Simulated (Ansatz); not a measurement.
# Carrier doping in YN

Take YN in the rock salt structure (space group Fm-3m, No. 225; a = 4.906 Å) as the base.

Carriers are added at fixed cell with a uniform background; the Fermi–Dirac width is that of 300 K.

All numbers come from plane-wave PAW DFT at the PBE level (Ansatz, a program for electronic structure, 420 eV), no spin-orbit coupling.

Notes on the quantities. Fermi level from band edge: Fermi level relative to the doped band's edge (positive inside the band; to 0.05 eV).

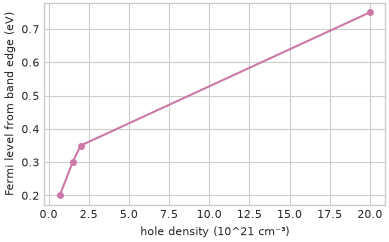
Figure: Fermi level from band edge against hole density

```csv
hole density (10^21 cm⁻³),Fermi level from band edge
0.7,+0.20 eV
1.5,+0.30 eV
2,+0.35 eV
20,+0.75 eV
```

Carriers are added with a uniform compensating background; total energy and stress of such cells depend on the potential's zero and are not compared; many-body gap narrowing is missing at this level. Stability against distortions was not tested. The base started in Pnma and relaxed to Fm-3m at this level.
